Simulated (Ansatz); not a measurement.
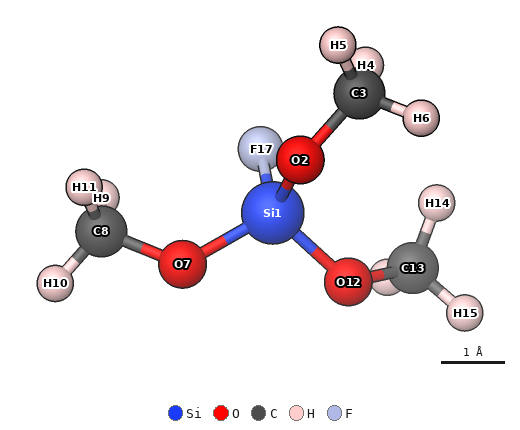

**Figure 1.** The starting structure (ball-and-stick view, seen at a tilt; atoms are numbered from 1 in the order of the input). Bond lengths as drawn: C–H 1.11 Å, C–O 1.42 Å, F–Si 1.59 Å and O–Si 1.68 Å.

Geometry relaxation of C3H9FO3Si (part 1 of 2)

The run: geometry relaxation of C3H9FO3Si. Method and program: RKS PBE0-D4/STO-3G (Ansatz 0.2.0).

It belongs to a series of runs on one base structure; here: start relaxed. Figures and captions count atoms from 1; the log counts them from 0 in places.

### The program's output
```
The last accepted step is kept in [file] (removed where the run ends without a failure and the disk answers)
Engine: ansatz 0.2.0, aarch64-unknown-linux-gnu
Functional definition: PBE0
  parameter a = 0.25
  parameter kappa = 0.804
  parameter beta = 0.06672455060314922
  exchange = (1 - a)*pbe_x(kappa = kappa, mu = beta*pi^2/3) + a*exact_x
  correlation = pbe_c(beta = beta)
795 factors; integrals over basis functions are off by at most 1.2e-5 eV
mean field evaluation 1: about -19721.5808 eV, gradient 3.5e1 eV
mean field evaluation 2: about -19722.8922 eV, gradient 3.0e1 eV
mean field evaluation 4: about -19725.4886 eV, gradient 8.6e-1 eV
mean field evaluation 8: about -19725.4489 eV, gradient 1.2e-2 eV
mean field -19725.44886689 eV, -724.8968754689 hartree, gradient 3.2e-5 eV, S^2 0.000000; 0 other end points of the search recorded, 0 dependent functions left out
the calculation of the forces begins
reference -19725.44889069 eV, -724.8968763435 hartree; 37, 37 occupied and 16, 16 virtual orbitals, 795 factors
relax step   1: F+E_penalty+E_count = -19725.77370959 eV  Δ(F+E_penalty+E_count) = +0.000e0 eV  max|allowed force component| = 2.393e0 eV/Å  Δτ_max = 0.0000 Å  (22 SCF iters, accepted)
these checks for a lower state are left out or cut short: starts, cluster_reference, orbital_swaps, neighbouring_geometries, increment
795 factors; integrals over basis functions are off by at most 1.8e-5 eV
mean field evaluation 16: about -19725.9580 eV, gradient 1.3e-1 eV
mean field -19725.91471844 eV, -724.9139951976 hartree, gradient 1.4e-5 eV, S^2 0.000000; 0 other end points of the search recorded, 0 dependent functions left out
[... from here on the field's lines of each further geometry are left out, up to the last ...]
relax step   2: F+E_penalty+E_count = -19726.23853770 eV  Δ(F+E_penalty+E_count) = -4.648e-1 eV  max|allowed force component| = 7.428e-1 eV/Å  Δτ_max = 0.0863 Å  (25 SCF iters, accepted)
relax step   3: F+E_penalty+E_count = -19726.35604142 eV  Δ(F+E_penalty+E_count) = -1.175e-1 eV  max|allowed force component| = 4.248e-1 eV/Å  Δτ_max = 0.1303 Å  (25 SCF iters, accepted)
relax step   4: F+E_penalty+E_count = -19726.40449390 eV  Δ(F+E_penalty+E_count) = -4.845e-2 eV  max|allowed force component| = 2.855e-1 eV/Å  Δτ_max = 0.1345 Å  (25 SCF iters, accepted)
relax step   5: F+E_penalty+E_count = -19726.43001842 eV  Δ(F+E_penalty+E_count) = -2.552e-2 eV  max|allowed force component| = 3.460e-1 eV/Å  Δτ_max = 0.1419 Å  (26 SCF iters, accepted)
relax step   6: F+E_penalty+E_count = -19726.44567209 eV  Δ(F+E_penalty+E_count) = -1.565e-2 eV  max|allowed force component| = 2.939e-1 eV/Å  Δτ_max = 0.1575 Å  (24 SCF iters, accepted)
relax step   7: F+E_penalty+E_count = -19726.46163748 eV  Δ(F+E_penalty+E_count) = -1.597e-2 eV  max|allowed force component| = 2.498e-1 eV/Å  Δτ_max = 0.0892 Å  (26 SCF iters, accepted)
relax step   8: F+E_penalty+E_count = -19726.46851874 eV  Δ(F+E_penalty+E_count) = -6.881e-3 eV  max|allowed force component| = 1.056e-1 eV/Å  Δτ_max = 0.0695 Å  (26 SCF iters, accepted)
relax step   9: F+E_penalty+E_count = -19726.47146846 eV  Δ(F+E_penalty+E_count) = -2.950e-3 eV  max|allowed force component| = 8.929e-2 eV/Å  Δτ_max = 0.0755 Å  (26 SCF iters, accepted)
relax step  10: F+E_penalty+E_count = -19726.47267095 eV  Δ(F+E_penalty+E_count) = -1.202e-3 eV  max|allowed force component| = 6.226e-2 eV/Å  Δτ_max = 0.0511 Å  (25 SCF iters, accepted)
relax step  11: F+E_penalty+E_count = -19726.47323422 eV  Δ(F+E_penalty+E_count) = -5.633e-4 eV  max|allowed force component| = 5.011e-2 eV/Å  Δτ_max = 0.0323 Å  (27 SCF iters, accepted)
relax step  12: F+E_penalty+E_count = -19726.47353239 eV  Δ(F+E_penalty+E_count) = -2.982e-4 eV  max|allowed force component| = 1.783e-2 eV/Å  Δτ_max = 0.0377 Å  (27 SCF iters, accepted)
the calculation of the forces begins
reference -19726.14572867 eV, -724.9224846668 hartree; 37, 37 occupied and 16, 16 virtual orbitals, 797 factors
relax step  13: F+E_penalty+E_count = -19726.47363620 eV  Δ(F+E_penalty+E_count) = -1.038e-4 eV  max|allowed force component| = 1.103e-2 eV/Å  Δτ_max = 0.0250 Å  (27 SCF iters, accepted)
```

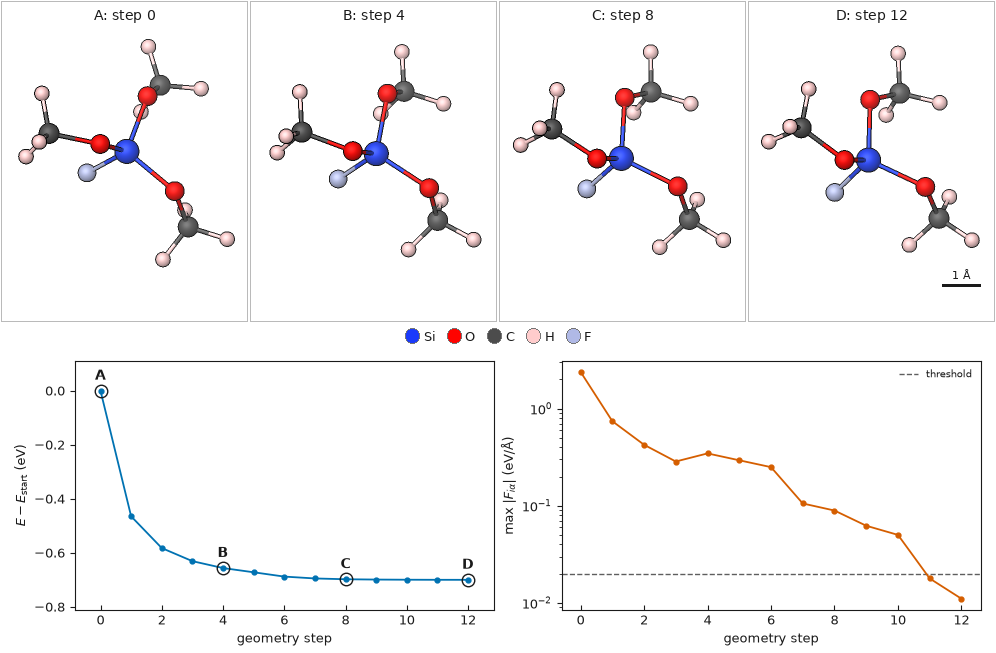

**Figure 2.** Frames of the relaxation (ball-and-stick view, seen at a tilt) above the curves, on which the letters mark them (the first geometry is step 0 here and step 1 in the log).

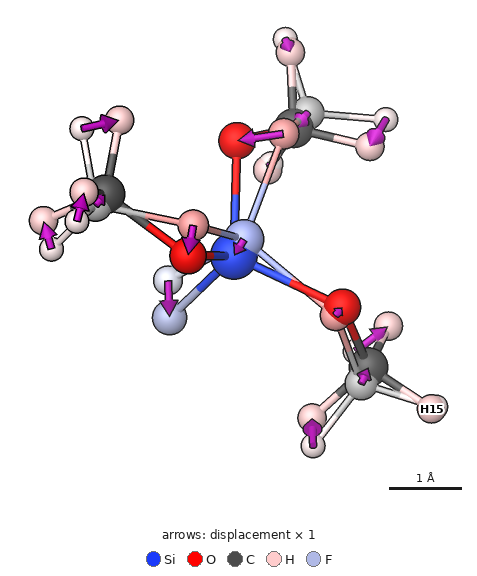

**Figure 3.** Start (faint) and end (solid) with the displacements as pink arrows, at true length (ball-and-stick view, seen at a tilt). The two geometries are laid on each other by the best rigid fit. The atom that moves furthest after the best rigid fit is O2 (0.67 Å). Largest moves by element: O 0.67 Å, H 0.63 Å, F 0.53 Å, C 0.34 Å, Si 0.27 Å. Distances before and after: Si1–F17 1.589 → 1.627 Å, O12–C13 1.420 → 1.450 Å, Si1–O12 1.679 → 1.699 Å, Si1–O7 1.680 → 1.694 Å. Among the angles that change: Si1–O7–C8 125.0° → 111.7°, Si1–O12–C13 125.0° → 113.0°, O7–Si1–O12 109.5° → 104.1°. The energy falls by 0.700 eV in 12 geometry steps. Largest force component: 2.4 eV/Å at the start, 0.011 eV/Å at the end. (Atoms are counted from 1 in the order of the input.)

```
797 factors; integrals over basis functions are off by at most 2.4e-5 eV
mean field -19726.14570616 eV, -724.9224838397 hartree, gradient 1.0e-5 eV, S^2 0.000000; 1 other end points of the search recorded, 0 dependent functions left out
the calculation of the forces begins
reference -19726.14572867 eV, -724.9224846668 hartree; 37, 37 occupied and 16, 16 virtual orbitals, 797 factors
Total energy: -19726.47365871 eV, -724.9345358734 hartree
Atom 0 at    -0.063752    -0.090090    -0.249924 Å, force     0.005743    -0.000201     0.003051 eV/Å
Atom 1 at     0.195307    -0.558014     1.365446 Å, force    -0.008004     0.000621    -0.003626 eV/Å
Atom 2 at    -0.995334    -0.414878     2.177962 Å, force    -0.003219     0.003942     0.001627 eV/Å
Atom 3 at    -1.853347    -1.024066     1.821302 Å, force     0.006487     0.005241    -0.000344 eV/Å
Atom 4 at    -0.748816    -0.764085     3.197464 Å, force    -0.000048     0.000195     0.002067 eV/Å
Atom 5 at    -1.344700     0.635578     2.265160 Å, force     0.002965    -0.011029    -0.002300 eV/Å
Atom 6 at     1.461831     0.035940    -0.974733 Å, force    -0.010421     0.006911     0.002675 eV/Å
Atom 7 at     2.312456    -1.089692    -0.633094 Å, force     0.003358    -0.004043    -0.000353 eV/Å
Atom 8 at     1.959286    -2.050227    -1.064676 Å, force     0.001965     0.003052     0.004059 eV/Å
Atom 9 at     3.313830    -0.887252    -1.054660 Å, force     0.001284    -0.003479     0.002891 eV/Å
Atom 10 at     2.428722    -1.236531     0.460295 Å, force     0.000322    -0.002595    -0.007045 eV/Å
Atom 11 at    -0.739833     1.457827    -0.433661 Å, force    -0.004274     0.004415    -0.003628 eV/Å
Atom 12 at    -2.166306     1.426152    -0.690406 Å, force    -0.006053    -0.008961    -0.000346 eV/Å
Atom 13 at    -2.767085     1.171817     0.208582 Å, force     0.005431     0.003829    -0.003545 eV/Å
Atom 14 at    -2.468217     2.440166    -1.010413 Å, force     0.001280    -0.003254    -0.000375 eV/Å
Atom 15 at    -2.460905     0.718122    -1.492523 Å, force     0.003548     0.006662     0.005117 eV/Å
Atom 16 at    -1.002536    -1.197167    -0.984122 Å, force    -0.000365    -0.001305     0.000076 eV/Å
Dipole moment:    -0.286511    -0.185186     0.111754 e Å
```

### Trajectory as extended XYZ (Å, eV, eV/Å), 13 frames, from step=1 to step=13
```
17
Properties=species:S:1:pos:R:3:forces:R:3 step=1 energy=-19725.77371
Si    0.0000    0.0000    0.0000   -0.4199  -0.0190   0.5247
O     0.0000    0.0000    1.6800    2.0359   0.3366  -0.1154
C    -1.1112   -0.3437    2.4945   -0.3291   0.0363  -1.1597
H    -1.8140   -0.9775    1.9143   -0.4400  -0.1208   0.5402
H    -0.7584   -0.9037    3.3856   -0.1246   0.0559  -0.0272
H    -1.6313    0.5809    2.8212   -0.3013  -0.1765   0.2513
O     1.5842    0.0000   -0.5594   -0.1809   2.3933   0.0393
C     2.3503   -1.1632   -0.8360   -1.1296  -0.4141   0.5062
H     1.7187   -1.9052   -1.3675    0.4385  -0.4477  -0.0789
H     3.2179   -0.8926   -1.4733   -0.1333   0.0125   0.1017
H     2.7141   -1.6023    0.1163    0.2934  -0.4016  -0.1883
O    -0.7913    1.3709   -0.5594    1.8486   1.2039   0.1323
C    -2.1512    1.4177   -0.9653    0.3616  -1.1573   0.3738
H    -2.7687    0.8215   -0.2614   -0.6278   0.1426  -0.3071
H    -2.5023    2.4707   -0.9639    0.0519  -0.1339  -0.0124
H    -2.2473    0.9975   -1.9882   -0.5340   0.0643  -0.0823
F    -0.7489   -1.2974   -0.5295   -0.8094  -1.3745  -0.4982
17
Properties=species:S:1:pos:R:3:forces:R:3 step=2 energy=-19726.23854
Si    0.0111    0.0141   -0.0041   -0.4831  -0.3100   0.2015
O     0.0834   -0.0049    1.6689    0.6424  -0.0629   0.3865
C    -1.0873   -0.3411    2.4271   -0.3447  -0.0879  -0.0431
H    -1.8200   -0.9961    1.9052    0.0935   0.0525  -0.0313
H    -0.7716   -0.8856    3.3404    0.0201   0.0306  -0.0422
H    -1.6402    0.5602    2.7715    0.0099   0.0085  -0.0966
O     1.5807    0.0853   -0.5722    0.3865   0.7428  -0.1898
C     2.2859   -1.1429   -0.8022   -0.0179  -0.2977   0.0429
H     1.6963   -1.9267   -1.3277   -0.0379   0.0874   0.0649
H     3.1546   -0.9045   -1.4463   -0.0171  -0.0166   0.0193
H     2.6901   -1.6014    0.1275   -0.0925   0.0335   0.0078
O    -0.7321    1.4155   -0.5387    0.3105   0.7359  -0.1649
C    -2.1102    1.3808   -0.9324   -0.2447  -0.2093  -0.0082
H    -2.7862    0.8200   -0.2484    0.1118   0.0062  -0.0108
H    -2.4759    2.4260   -0.9544    0.0177  -0.0141  -0.0012
H    -2.2684    0.9663   -1.9536    0.0726  -0.0475   0.0756
F    -0.7495   -1.2912   -0.5527   -0.4270  -0.6515  -0.2104
17
Properties=species:S:1:pos:R:3:forces:R:3 step=3 energy=-19726.35604
Si    0.0190    0.0304   -0.0142   -0.2033  -0.1924  -0.0316
O     0.1581   -0.0335    1.6587    0.1404  -0.2260   0.3609
C    -1.0635   -0.3480    2.3592   -0.3226  -0.0055   0.2265
H    -1.7686   -1.0136    1.8136    0.1529   0.0047  -0.0383
H    -0.8007   -0.8679    3.3045   -0.0150   0.0860  -0.1090
H    -1.6397    0.5628    2.6412    0.1071  -0.0543  -0.0706
O     1.5812    0.1535   -0.6053    0.4248   0.0879  -0.2806
C     2.2376   -1.1210   -0.7766    0.2302  -0.2455   0.0159
H     1.6189   -1.8996   -1.2755   -0.0315   0.1442  -0.0036
H     3.1282   -0.9508   -1.4148   -0.0805  -0.0411   0.0835
H     2.5972   -1.5665    0.1786   -0.0482   0.1200  -0.0382
O    -0.6952    1.4663   -0.5139   -0.1467   0.4083  -0.1104
C    -2.0843    1.3597   -0.8806   -0.3658  -0.0346  -0.1626
H    -2.7275    0.8051   -0.1604    0.1408   0.0824   0.0184
H    -2.4887    2.3895   -0.9493    0.0209  -0.0933  -0.0023
H    -2.2463    0.8809   -1.8750    0.1108   0.0534   0.1272
F    -0.7652   -1.2735   -0.5821   -0.1142  -0.0943   0.0148
17
Properties=species:S:1:pos:R:3:forces:R:3 step=4 energy=-19726.40449
Si    0.0263    0.0446   -0.0367   -0.0082  -0.0228  -0.0847
O     0.2064   -0.0847    1.6415   -0.1609  -0.2203   0.1918
C    -1.0525   -0.3651    2.3087   -0.0825   0.0569   0.2145
H    -1.7126   -1.0768    1.7649    0.0869   0.0554   0.0237
H    -0.8274   -0.8222    3.2958   -0.0089   0.0949  -0.1673
H    -1.6464    0.5583    2.5069    0.1016  -0.1539  -0.0846
O     1.5887    0.1798   -0.6619    0.2155  -0.2450  -0.1975
C     2.2305   -1.1213   -0.7567    0.1891   0.0057   0.0521
H     1.6052   -1.8974   -1.2475   -0.0057   0.0492   0.0224
H     3.1452   -1.0018   -1.3708   -0.0891   0.0191   0.0732
H     2.5483   -1.5257    0.2313   -0.0757   0.0702  -0.0964
O    -0.6897    1.5086   -0.4966   -0.2855   0.0738  -0.0315
C    -2.0917    1.3641   -0.8360   -0.1719   0.0386  -0.1147
H    -2.7092    0.8549   -0.0614    0.1156   0.0672  -0.0683
H    -2.5095    2.3825   -0.9644    0.0571  -0.0876   0.0130
H    -2.2590    0.8210   -1.7956    0.0571   0.0500   0.1724
F    -0.7922   -1.2454   -0.6135    0.0656   0.1487   0.0819
```
